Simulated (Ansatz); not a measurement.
**Geometry relaxation of CHOSi (charge −1)**

- system: CHOSi, charge −1
- method: RKS PBE0-D4/def2-TZVPD (Ansatz 0.2.0)

Figures and captions count atoms from 1; the log counts them from 0 in places.

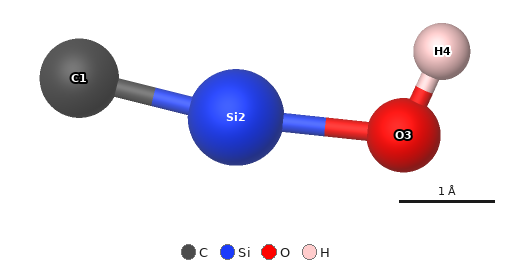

*The starting structure (ball-and-stick view, seen on its broad side; atoms are numbered from 1 in the order of the input).*

Bond lengths as drawn: C–Si 1.70 Å, H–O 0.97 Å and O–Si 1.77 Å.

Summary

| quantity | value |
| --- | --- |
| outcome | converged |
| total energy | −10969.0223 eV |
| mean-field energy | −10968.9523 eV |
| dispersion energy | −0.0701 eV |
| SCF solution under orbital rotations | stable |
| largest force (length of the vector) at the end | under 0.001 eV/Å |
| hardware | 2 threads of Arm Neoverse V2, 23 GiB of memory available, shared host |
| wall time | 16 s (CPU time 30 s) |
| peak memory | 0.2 GiB |

Input
```yaml
crystal:
  periodic: [false, false, false]
  atoms:
    - {symbol: C, position_ang: [0.293643, 1.278464, -0.201434]}
    - {symbol: Si, position_ang: [-0.089685, -0.357572, 0.063167]}
    - {symbol: O, position_ang: [-0.244712, -2.102121, 0.342294]}
    - {symbol: H, position_ang: [0.647699, -2.488461, 0.394522]}
basis:
  gaussian: {orbitals: def2-TZVPD}
total_charge: -1
hamiltonian: {xc: pbe0, dispersion: d4}
relax: {f_tol: 0.005, max_steps: 200}
```

Command:
```bash
ansatz run in.yaml --threads 2 --pin off --events-out ev --progress --plain --max-ram 4352MiB
```

Output
```
Functional definition: PBE0
  name "PBE0"
  cite "Adamo & Barone, J. Chem. Phys. 110, 6158 (1999) doi:10.1063/1.478522"
  cite "Perdew, Burke & Ernzerhof, Phys. Rev. Lett. 77, 3865 (1996) doi:10.1103/PhysRevLett.77.3865"
  parent pbe
  parameter a = 0.25
  parameter kappa = 0.804
  parameter beta = 0.06672455060314922
  exchange = (1 - a)*pbe_x(kappa = kappa, mu = beta*pi^2/3) + a*exact_x
  correlation = pbe_c(beta = beta)
705 factors; their error is unknown
mean field evaluation 1: about -10956.8447 eV, gradient 6.2e1 eV
mean field evaluation 2: about -10863.4901 eV, gradient 1.4e2 eV
mean field evaluation 4: about -10967.7242 eV, gradient 2.3e1 eV
mean field evaluation 8: about -10968.8223 eV, gradient 1.4e-1 eV
mean field evaluation 16: about -10968.8380 eV, gradient 1.9e-4 eV
mean field -10968.83804722 eV, -403.0973632899 hartree, gradient 3.6e-5 eV, S^2 0.000000; 0 other end points of the search recorded, 0 dependent functions left out
the calculation of the forces begins
reference -10968.83807827 eV, -403.0973644310 hartree; 15, 15 occupied and 114, 114 virtual orbitals, 705 factors
relax step   1: F+E_penalty+E_count = -10968.90547417 eV  Δ(F+E_penalty+E_count) = +0.000e0 eV  max|allowed force component| = 7.952e-1 eV/Å  Δτ_max = 0.0000 Å  (30 SCF iters, accepted)
these checks for a lower state are left out or cut short: starts, cluster_reference, orbital_swaps, neighbouring_geometries, increment
705 factors; their error is unknown
mean field -10968.86647420 eV, -403.0984079622 hartree, gradient 2.4e-5 eV, S^2 0.000000; 0 other end points of the search recorded, 0 dependent functions left out
the calculation of the forces begins
reference -10968.86650530 eV, -403.0984091050 hartree; 15, 15 occupied and 114, 114 virtual orbitals, 705 factors
relax step   2: F+E_penalty+E_count = -10968.93422684 eV  Δ(F+E_penalty+E_count) = -2.875e-2 eV  max|allowed force component| = 6.698e-1 eV/Å  Δτ_max = 0.0231 Å  (36 SCF iters, accepted)
these checks for a lower state are left out or cut short: starts, cluster_reference, orbital_swaps, neighbouring_geometries, increment
705 factors; their error is unknown
mean field evaluation 32: about -10968.8861 eV, gradient 2.2e-5 eV
mean field -10968.88611573 eV, -403.0991297751 hartree, gradient 2.2e-5 eV, S^2 0.000000; 0 other end points of the search recorded, 0 dependent functions left out
the calculation of the forces begins
reference -10968.88614689 eV, -403.0991309200 hartree; 15, 15 occupied and 114, 114 virtual orbitals, 705 factors
relax step   3: F+E_penalty+E_count = -10968.95449453 eV  Δ(F+E_penalty+E_count) = -2.027e-2 eV  max|allowed force component| = 1.843e-1 eV/Å  Δτ_max = 0.0395 Å  (35 SCF iters, accepted)
these checks for a lower state are left out or cut short: starts, cluster_reference, orbital_swaps, neighbouring_geometries, increment
705 factors; their error is unknown
mean field -10968.89782307 eV, -403.0995600117 hartree, gradient 8.6e-6 eV, S^2 0.000000; 0 other end points of the search recorded, 0 dependent functions left out
the calculation of the forces begins
reference -10968.89785420 eV, -403.0995611558 hartree; 15, 15 occupied and 114, 114 virtual orbitals, 705 factors
relax step   4: F+E_penalty+E_count = -10968.96640699 eV  Δ(F+E_penalty+E_count) = -1.191e-2 eV  max|allowed force component| = 2.512e-1 eV/Å  Δτ_max = 0.0538 Å  (35 SCF iters, accepted)
these checks for a lower state are left out or cut short: starts, cluster_reference, orbital_swaps, neighbouring_geometries, increment
705 factors; their error is unknown
mean field -10968.90195578 eV, -403.0997118862 hartree, gradient 1.8e-5 eV, S^2 0.000000; 0 other end points of the search recorded, 0 dependent functions left out
the calculation of the forces begins
reference -10968.90198688 eV, -403.0997130292 hartree; 15, 15 occupied and 114, 114 virtual orbitals, 705 factors
relax step   5: F+E_penalty+E_count = -10968.97052343 eV  Δ(F+E_penalty+E_count) = -4.116e-3 eV  max|allowed force component| = 2.046e-1 eV/Å  Δτ_max = 0.0132 Å  (37 SCF iters, accepted)
these checks for a lower state are left out or cut short: starts, cluster_reference, orbital_swaps, neighbouring_geometries, increment
705 factors; their error is unknown
mean field -10968.91236762 eV, -403.1000945142 hartree, gradient 2.3e-5 eV, S^2 0.000000; 0 other end points of the search recorded, 0 dependent functions left out
the calculation of the forces begins
reference -10968.91239928 eV, -403.1000956778 hartree; 15, 15 occupied and 114, 114 virtual orbitals, 705 factors
relax step   6: F+E_penalty+E_count = -10968.98112874 eV  Δ(F+E_penalty+E_count) = -1.061e-2 eV  max|allowed force component| = 1.070e0 eV/Å  Δτ_max = 0.1624 Å  (42 SCF iters, accepted)
these checks for a lower state are left out or cut short: starts, cluster_reference, orbital_swaps, neighbouring_geometries, increment
705 factors; their error is unknown
mean field -10968.94713286 eV, -403.1013721132 hartree, gradient 1.7e-5 eV, S^2 0.000000; 0 other end points of the search recorded, 0 dependent functions left out
the calculation of the forces begins
reference -10968.94716443 eV, -403.1013732733 hartree; 15, 15 occupied and 114, 114 virtual orbitals, 705 factors
relax step   7: F+E_penalty+E_count = -10969.01672464 eV  Δ(F+E_penalty+E_count) = -3.560e-2 eV  max|allowed force component| = 1.153e-1 eV/Å  Δτ_max = 0.0841 Å  (37 SCF iters, accepted)
these checks for a lower state are left out or cut short: starts, cluster_reference, orbital_swaps, neighbouring_geometries, increment
705 factors; their error is unknown
mean field evaluation 64: about -10968.9511 eV, gradient 2.1e-1 eV
mean field -10968.95123578 eV, -403.1015228928 hartree, gradient 1.4e-5 eV, S^2 0.000000; 0 other end points of the search recorded, 0 dependent functions left out
the calculation of the forces begins
reference -10968.95126730 eV, -403.1015240511 hartree; 15, 15 occupied and 114, 114 virtual orbitals, 705 factors
relax step   8: F+E_penalty+E_count = -10969.02112037 eV  Δ(F+E_penalty+E_count) = -4.396e-3 eV  max|allowed force component| = 5.989e-2 eV/Å  Δτ_max = 0.0408 Å  (37 SCF iters, accepted)
these checks for a lower state are left out or cut short: starts, cluster_reference, orbital_swaps, neighbouring_geometries, increment
705 factors; their error is unknown
mean field -10968.95221723 eV, -403.1015589605 hartree, gradient 6.1e-6 eV, S^2 0.000000; 0 other end points of the search recorded, 0 dependent functions left out
the calculation of the forces begins
reference -10968.95224876 eV, -403.1015601191 hartree; 15, 15 occupied and 114, 114 virtual orbitals, 705 factors
relax step   9: F+E_penalty+E_count = -10969.02224621 eV  Δ(F+E_penalty+E_count) = -1.126e-3 eV  max|allowed force component| = 8.795e-3 eV/Å  Δτ_max = 0.0272 Å  (39 SCF iters, accepted)
these checks for a lower state are left out or cut short: starts, cluster_reference, orbital_swaps, neighbouring_geometries, increment
705 factors; their error is unknown
mean field -10968.95222078 eV, -403.1015590907 hartree, gradient 8.3e-6 eV, S^2 0.000000; 0 other end points of the search recorded, 0 dependent functions left out
the calculation of the forces begins
reference -10968.95225232 eV, -403.1015602497 hartree; 15, 15 occupied and 114, 114 virtual orbitals, 705 factors
relax step  10: F+E_penalty+E_count = -10969.02229489 eV  Δ(F+E_penalty+E_count) = -4.868e-5 eV  max|allowed force component| = 5.143e-3 eV/Å  Δτ_max = 0.0069 Å  (39 SCF iters, accepted)
these checks for a lower state are left out or cut short: starts, cluster_reference, orbital_swaps, neighbouring_geometries, increment
705 factors; their error is unknown
mean field -10968.95221899 eV, -403.1015590251 hartree, gradient 7.9e-6 eV, S^2 0.000000; 0 other end points of the search recorded, 0 dependent functions left out
the calculation of the forces begins
reference -10968.95225053 eV, -403.1015601842 hartree; 15, 15 occupied and 114, 114 virtual orbitals, 705 factors
relax step  11: F+E_penalty+E_count = -10969.02229539 eV  Δ(F+E_penalty+E_count) = -5.078e-7 eV  max|allowed force component| = 4.371e-4 eV/Å  Δτ_max = 0.0003 Å  (40 SCF iters, accepted)
705 factors; their error is unknown
mean field evaluation 96: about -10968.9522 eV, gradient 7.9e-6 eV
```

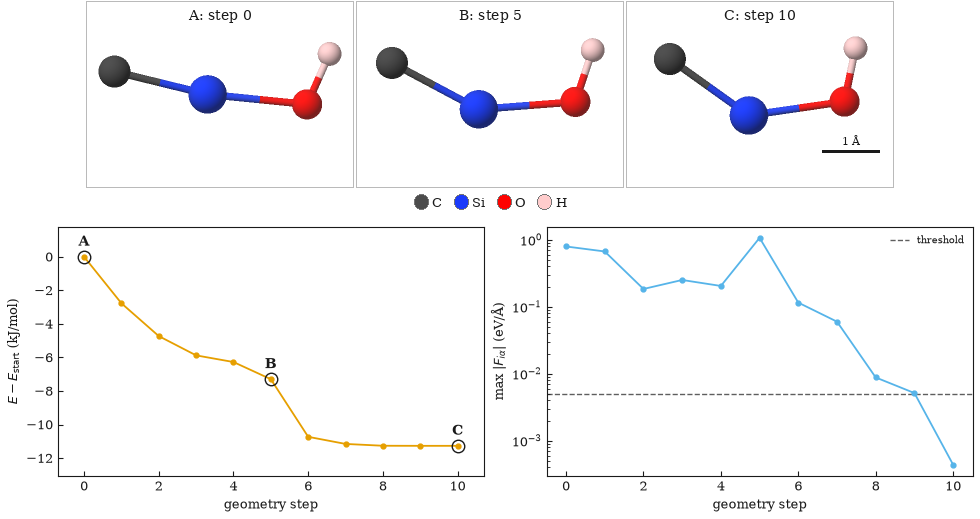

*Frames of the relaxation (ball-and-stick view, seen at a tilt) above the curves, on which the letters mark them (the first geometry is step 0 here and step 1 in the log).*

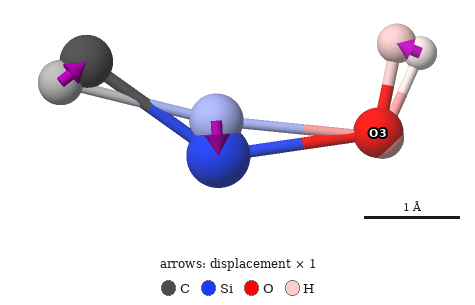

*Start (faint) and end (solid) with the displacements as pink arrows, at true length (ball-and-stick view, seen at a tilt). The two geometries are laid on each other by the best rigid fit.*

After 10 geometry steps the energy has fallen by 11.3 kJ/mol. Largest force component: 0.8 eV/Å at the start, 0.00044 eV/Å at the end. Si2 moves most after the best rigid fit: 0.37 Å. By element the largest moves are Si 0.37 Å, C 0.35 Å, H 0.27 Å, O 0.07 Å. Among the contacts that change: Si2–O3 1.774 → 1.715 Å, C1–Si2 1.701 → 1.717 Å, O3–H4 0.974 → 0.960 Å. Among the angles that change: C1–Si2–O3 172.0° → 136.5°. (Atoms are counted from 1 in the order of the input.)

```
mean field -10968.95221899 eV, -403.1015590251 hartree, gradient 7.9e-6 eV, S^2 0.000000; 1 other end points of the search recorded, 0 dependent functions left out
the calculation of the forces begins
reference -10968.95225053 eV, -403.1015601842 hartree; 15, 15 occupied and 114, 114 virtual orbitals, 705 factors
Total energy: -10969.02232694 eV, -403.1041354445 hartree
Atom 0 at     0.514038     1.010828    -0.161090 Å, force    -0.000042    -0.000099     0.000017 eV/Å
Atom 1 at    -0.460420    -0.383135     0.071009 Å, force     0.000031    -0.000233     0.000035 eV/Å
Atom 2 at    -0.194335    -2.056851     0.334632 Å, force    -0.000159     0.000437    -0.000066 eV/Å
Atom 3 at     0.747662    -2.240532     0.353999 Å, force     0.000170    -0.000106     0.000014 eV/Å
Dipole moment:     0.144081    -1.276560     0.201686 e Å
```

Trajectory as extended XYZ (Å, eV, eV/Å), 11 frames, from step=1 to step=11
```
4
Properties=species:S:1:pos:R:3:forces:R:3 step=1 energy=-10968.90547
C     0.2936    1.2785   -0.2014   -0.0618  -0.5340   0.0857
Si   -0.0897   -0.3576    0.0632   -0.0817  -0.5201   0.0835
O    -0.2447   -2.1021    0.3423    0.6986   0.7952  -0.1337
H     0.6477   -2.4885    0.3945   -0.5550   0.2588  -0.0354
4
Properties=species:S:1:pos:R:3:forces:R:3 step=2 energy=-10968.93423
C     0.2995    1.2564   -0.1980    0.0030  -0.2523   0.0401
Si   -0.0983   -0.3675    0.0648   -0.1365  -0.4551   0.0738
O    -0.2405   -2.0912    0.3405    0.2861   0.6698  -0.1095
H     0.6463   -2.4674    0.3912   -0.1527   0.0376  -0.0044
4
Properties=species:S:1:pos:R:3:forces:R:3 step=3 energy=-10968.95449
C     0.3137    1.2199   -0.1923    0.0844   0.0466  -0.0083
Si   -0.1226   -0.3860    0.0680   -0.1843   0.1167  -0.0166
O    -0.2345   -2.0657    0.3364    0.1113  -0.0880   0.0128
H     0.6503   -2.4378    0.3864   -0.0114  -0.0754   0.0121
4
Properties=species:S:1:pos:R:3:forces:R:3 step=4 energy=-10968.96641
C     0.3438    1.1966   -0.1889    0.1550   0.2111  -0.0352
Si   -0.1762   -0.3816    0.0678   -0.2512  -0.0807   0.0155
O    -0.2253   -2.0645    0.3362    0.0378  -0.0696   0.0107
H     0.6647   -2.4201    0.3834    0.0584  -0.0607   0.0091
4
Properties=species:S:1:pos:R:3:forces:R:3 step=5 energy=-10968.97052
C     0.3515    1.1955   -0.1888    0.1068   0.0448  -0.0083
Si   -0.1894   -0.3819    0.0679   -0.2046   0.0604  -0.0075
O    -0.2235   -2.0659    0.3364    0.0494  -0.0590   0.0089
H     0.6684   -2.4175    0.3830    0.0485  -0.0462   0.0069
4
Properties=species:S:1:pos:R:3:forces:R:3 step=6 energy=-10968.98113
C     0.4458    1.1490   -0.1823   -0.4275  -1.0700   0.1748
Si   -0.3518   -0.3816    0.0696    0.3755   0.8777  -0.1436
O    -0.2010   -2.0706    0.3369    0.1367   0.0750  -0.0134
H     0.7139   -2.3665    0.3744   -0.0847   0.1173  -0.0178
4
Properties=species:S:1:pos:R:3:forces:R:3 step=7 energy=-10969.01672
C     0.4771    1.0718   -0.1704   -0.0211  -0.1119   0.0180
Si   -0.4092   -0.3750    0.0692    0.0462   0.0385  -0.0066
O    -0.1929   -2.0540    0.3342    0.0208  -0.0420   0.0064
H     0.7320   -2.3125    0.3656   -0.0459   0.1153  -0.0179
4
Properties=species:S:1:pos:R:3:forces:R:3 step=8 energy=-10969.02112
C     0.4964    1.0377   -0.1652    0.0209   0.0005  -0.0003
Si   -0.4357   -0.3799    0.0702   -0.0149   0.0089  -0.0013
O    -0.1943   -2.0544    0.3342    0.0208  -0.0599   0.0093
H     0.7406   -2.2731    0.3593   -0.0268   0.0505  -0.0078
4
Properties=species:S:1:pos:R:3:forces:R:3 step=9 energy=-10969.02225
C     0.5102    1.0168   -0.1620    0.0070   0.0024  -0.0004
Si   -0.4545   -0.3826    0.0709   -0.0076  -0.0088   0.0015
O    -0.1947   -2.0571    0.3347   -0.0080   0.0030  -0.0004
H     0.7460   -2.2468    0.3550    0.0087   0.0034  -0.0006
4
Properties=species:S:1:pos:R:3:forces:R:3 step=10 energy=-10969.02230
C     0.5139    1.0110   -0.1611    0.0015   0.0018  -0.0003
Si   -0.4602   -0.3831    0.0710   -0.0012  -0.0051   0.0008
O    -0.1944   -2.0570    0.3346    0.0010   0.0032  -0.0005
H     0.7476   -2.2407    0.3540   -0.0013   0.0001   0.0000
4
Properties=species:S:1:pos:R:3:forces:R:3 step=11 energy=-10969.02230
C     0.5140    1.0108   -0.1611    0.0000  -0.0001   0.0000
Si   -0.4604   -0.3831    0.0710    0.0000  -0.0002   0.0000
O    -0.1943   -2.0569    0.3346   -0.0002   0.0004  -0.0001
H     0.7477   -2.2405    0.3540    0.0002  -0.0001   0.0000
```
